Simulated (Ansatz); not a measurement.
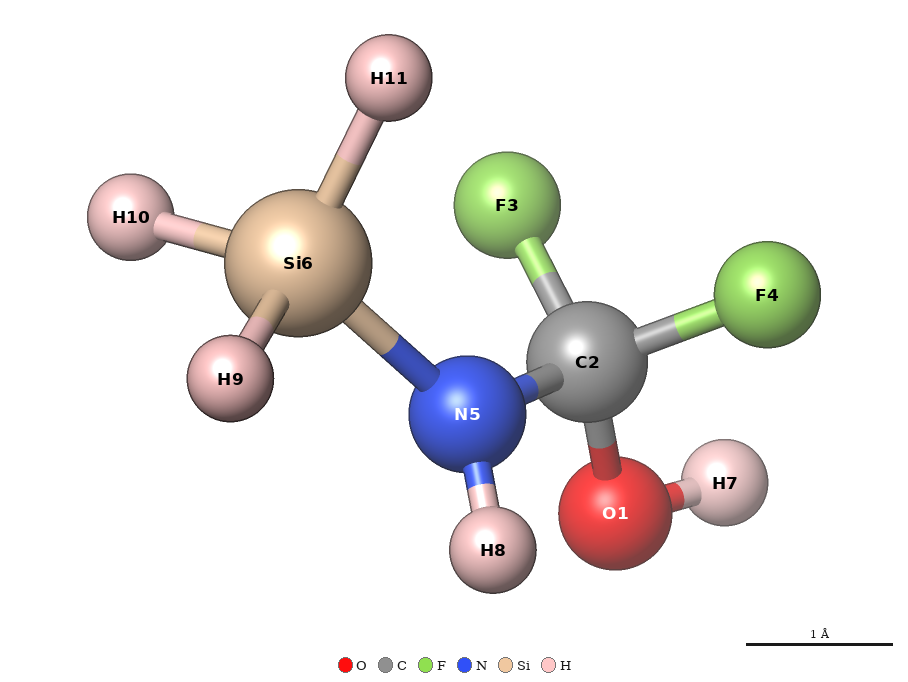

Orthographic view. Distant atoms are faded towards the background colour. The geometry was computed by an optimisation with PBE0-D4/def2-TZVP. No frequency run is at hand to confirm it as a minimum.

Write a Z-matrix (Å, degrees) in the order of the atom numbers, with these reference atoms: 2 to 1; 3 to 2, 1; 4 to 2, 1, 3; 5 to 2, 1, 4; 6 to 5, 2, 1; 7 to 1, 2, 3; 8 to 5, 2, 1; 9 to 6, 5, 8; 10 to 6, 9, 5; 11 to 6, 10, 9.

```
O  
C    1   1.355
F    2   1.364   1   111.6
F    2   1.378   1   108.1   3  -113.1
N    2   1.385   1   111.4   4  -125.1
Si   5   1.737   2   125.6   1  -144.9
H    1   0.964   2   108.3   3    73.3
H    5   1.006   2   113.3   1    39.1
H    6   1.484   5   104.0   8     3.3
H    6   1.483   9   109.8   5   120.2
H    6   1.483  10   108.9   9  -120.9
```
